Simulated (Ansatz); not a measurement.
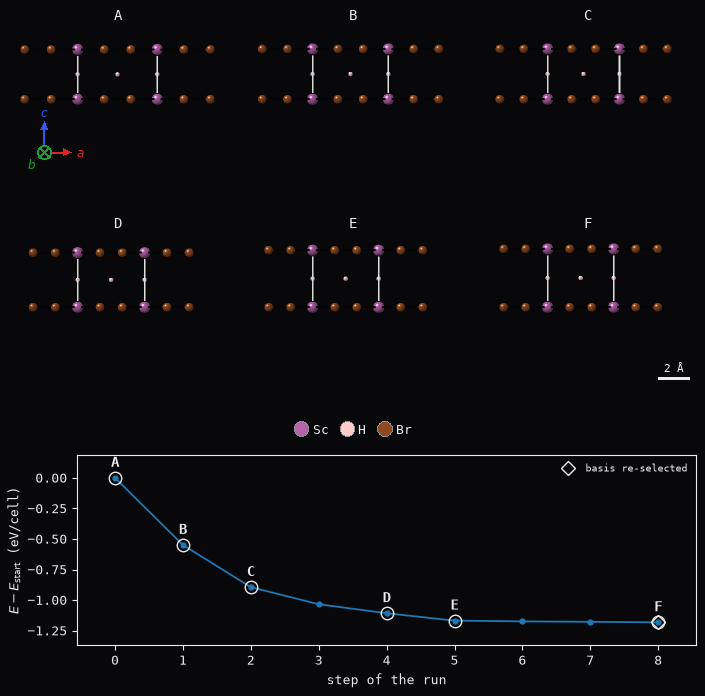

Frames of a relaxation of crystalline ScH3Br2 (a generated structure, set up in P6/mmm) (coarse preliminary run), marked on the history of the run. Style: ball-and-stick. Shown: the cell of the calculation, along the b axis.

The calculation used DFT PBE, scalar-relativistic, plane waves, PAW (Ansatz). Settings: plane-wave cutoff 420 eV; k-point mesh 3 × 3 × 6; occupations gaussian; smearing width 0.1 eV; no spin polarisation; cell and atoms relaxed; force threshold 0.04 eV/Å; at most 70 steps.

**Describe the path.**

The atoms keep their places relative to the cell (all moves are under 0.005 Å). Cell: a = b 6.084 → 5.047 Å (−17.0 %), c 3.293 → 3.863 Å (+17.3 %). Volume −19.3 %. Some distances before and after: Br–Br 3.512 → 2.914 Å, Br–Sc 3.512 → 2.914 Å, Br–Br 3.293 → 3.863 Å, Sc–Sc 3.293 → 3.863 Å. The space group stays P6/mmm (No. 191). The energy falls by 1.182 eV per cell of the calculation in 7 accepted moves (8 points after the start). All forces vanish by symmetry, so only the cell relaxes. The pressure goes from −5.85 to 0.09 GPa. The SCF was repeated once at an unchanged geometry on a basis and grid sized afresh for the cell, which shifted the energy by 4.5 meV per cell of the calculation at most. Cost: 13 s on 1 thread of AMD EPYC 7B13 (Zen 3) (shared host), peak memory 0.43 GiB. From step 0 to 1: volume −8.7 %, energy −0.549 eV per cell of the calculation. From step 1 to 2: volume −9.9 %, energy −0.345 eV per cell of the calculation. From step 2 to 4: volume −5.8 %, energy −0.214 eV per cell of the calculation. From step 4 to 5: volume +1.7 %, energy −60.4 meV per cell of the calculation. From step 5 to 8: volume +2.4 %, energy −14.0 meV per cell of the calculation.
